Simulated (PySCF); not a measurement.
| atom | x (Å) | y (Å) | z (Å) |
| --- | --- | --- | --- |
| B | -3.4574 | -0.5592 | 0.2939 |
| C | -2.0425 | -0.1074 | -0.1228 |
| C | -1.0199 | 0.0910 | 0.7450 |
| Si | 0.5254 | 0.6927 | -0.1585 |
| N | 1.8777 | -0.3586 | 0.1014 |
| Si | 3.5018 | -0.1515 | -0.4657 |
| C | -0.4243 | 0.5462 | -1.7818 |
| C | -1.6748 | 0.1507 | -1.5270 |
| H | -4.3083 | -0.6741 | -0.5021 |
| H | -3.6840 | -0.7892 | 1.4187 |
| H | -1.1535 | -0.0547 | 1.8042 |
| H | 0.9348 | 2.0581 | 0.1701 |
| H | 1.6338 | -1.3038 | 0.3512 |
| H | 4.3000 | -1.1337 | 0.2685 |
| H | 3.6204 | -0.3810 | -1.9108 |
| H | 3.8736 | 1.2252 | -0.1519 |
| H | -0.0842 | 0.7529 | -2.7838 |
| H | -2.4272 | 0.0027 | -2.2899 |

Geometry: GFN2-xTB.

Method: PySCF 2.14.0, PBE0/pcSseg-1, SCF density, gas phase, non-relativistic.

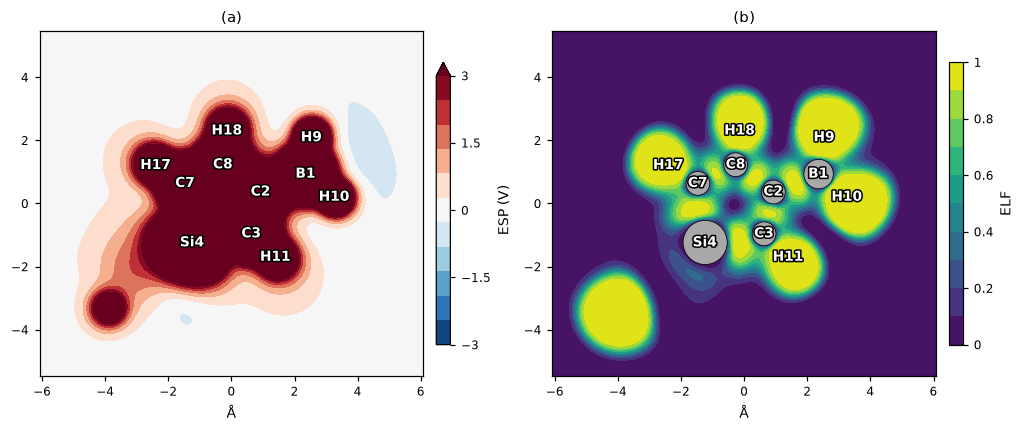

C₄H₁₀BNSi₂. (a) molecular electrostatic potential; (b) electron localisation function on the plane of atoms C2, C8 and H18. Grey discs cover the atomic cores in the ELF map.

Question: Interpret the plot.

Answer: The section cuts through B, C, Si and H sites. C–C (1.34 Å): the ELF peaks at about 0.95 between the atoms: a multiple bond. C–B (1.54 Å): the ELF peaks at about 1 between the atoms, as expected for a covalent bond. C–Si (1.89 Å): the ELF peaks at about 0.95 between the atoms (localised, covalent bonding). C–C (1.47 Å): the ELF peaks at about 0.95 between the atoms; a shared electron pair. C–H (1.08 Å): the ELF climbs to about 1 towards the hydrogen, as it does in any bond to H: a covalent bond by its length. Outside the dense part of the molecule the potential is most negative (−0.4 V) near H10.
